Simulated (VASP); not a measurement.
Band structure of ZnS (zinc blende). Computed with modified Becke-Johnson potential (mBJ), VASP's PBE PAW potentials (set 64) (plane waves; VASP).

mBJ is a potential without an energy functional, so only the levels count.

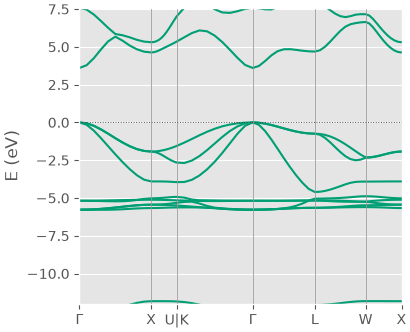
Figure. Bands along high-symmetry lines, zero at the valence-band maximum or, without a gap, the Fermi level

Problem. Read the plot: is there a gap, and where are the band edges?

Solution. The gap is direct, 3.60 eV, from the valence maximum at Γ to the conduction minimum at Γ.

Measured: gap 3.94 eV (computed value off by -0.34 eV), as given by Wei Chen et al., Physical Review Materials (2018), doi:10.1103/physrevmaterials.2.073803 [zero-point renormalisation of 0.1 eV added back (the table's ZPR column)].

The compound is ZnS in the zinc blende structure. It was relaxed first. The cell's shape comes from a PBE relaxation.
